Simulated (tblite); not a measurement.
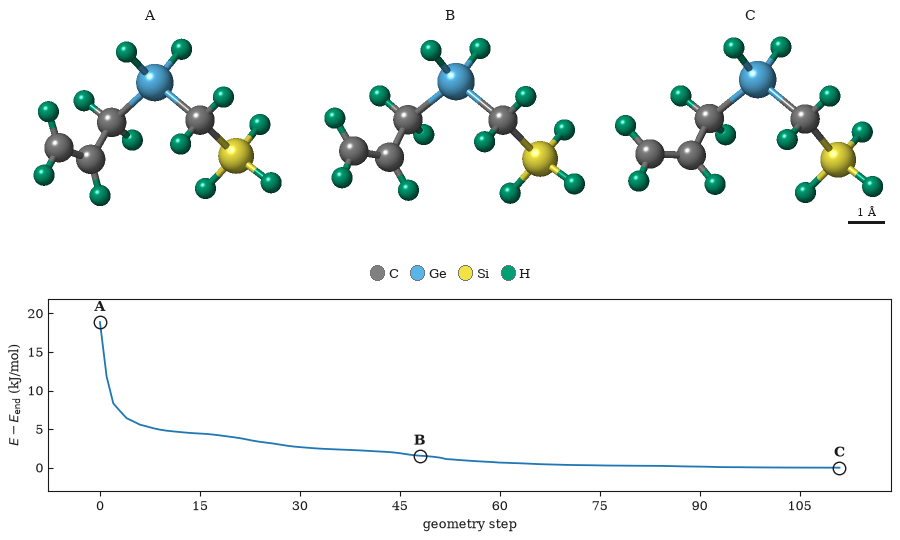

Frames of a relaxation of C4H12GeSi, marked on the history of the run. Style: ball-and-stick. Shown face on.

All numbers below come from GFN2-xTB geometry optimisation, gas phase in tblite 0.8.0. 

**Describe the path.**

After 111 geometry steps the energy has fallen by 18.9 kJ/mol. The atom that moves furthest after the best rigid fit is an H atom (0.92 Å). Largest moves by element: H 0.92 Å, C 0.37 Å, Si 0.13 Å, Ge 0.12 Å. Some distances before and after: C–Ge 1.942 → 1.992 Å, Ge–H 1.556 → 1.513 Å, C–C 1.353 → 1.321 Å, C–H 1.119 → 1.091 Å. Bond angles that change, for instance: C–C–H 120.3° → 115.3°, Ge–C–Si 109.2° → 113.6°, C–C–C 120.7° → 124.8°. Groups turn about C–C by about 35°. From step 0 to 48: an H atom moves most (0.48 Å), energy −17.3 kJ/mol. From step 48 to 111: an H atom moves most (0.45 Å), energy −1.55 kJ/mol.

| step | E − E(0), kJ/mol |
| --- | --- |
| 0 | 0.00 |
| 1 | -7.05 |
| 2 | -10.53 |
| 3 | -11.53 |
| 4 | -12.46 |
| 5 | -12.87 |
| 6 | -13.30 |
| 7 | -13.52 |
| 8 | -13.76 |
| 9 | -13.95 |
| 10 | -14.08 |
| 15 | -14.45 |
| 21 | -15.05 |
| 26 | -15.74 |
| 31 | -16.28 |
| 37 | -16.56 |
| 42 | -16.78 |
| 47 | -17.25 |
| 53 | -17.81 |
| 58 | -18.11 |
| 63 | -18.30 |
| 68 | -18.47 |
| 74 | -18.56 |
| 79 | -18.61 |
| 84 | -18.64 |
| 90 | -18.74 |
| 95 | -18.81 |
| 100 | -18.84 |
| 106 | -18.87 |
| 111 | -18.87 |
